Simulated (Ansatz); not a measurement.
Level of theory: PBE (plane waves to 420 eV, PAW; Ansatz, a first-principles code).

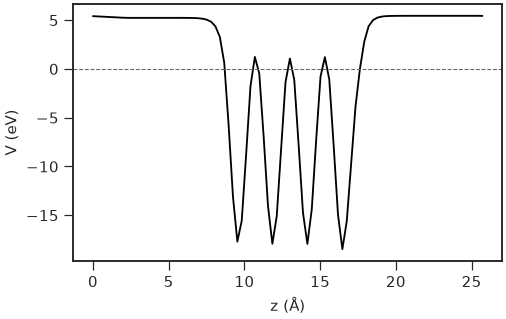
*Plane-averaged electrostatic potential energy along the normal, in eV from the Fermi level, for C on the 1x1 (111) surface of fcc Pd, one in a 2x2 cell, started at the site 'bridge Pd-Pd (span 2.8 Å)'*

Slab: 17 atoms, 6.8 Å thick at the start under the adsorbate (thin: gaps and levels are the slab's own); k 6x6x1, smearing 0.1 eV, dipole-corrected; 8 atoms held, the rest relaxed; held to the start's symmetry, so lower structures may exist; no spin, no spin-orbit, no U, no dispersion correction. At the end it is bonded to 3 Pd. In PBE it is, or lies within 0.03 eV of, the lowest of the starts that converged.

The vacuum level lies 5.45 eV above the Fermi level over the top face and 5.24 eV above it under the bottom face.
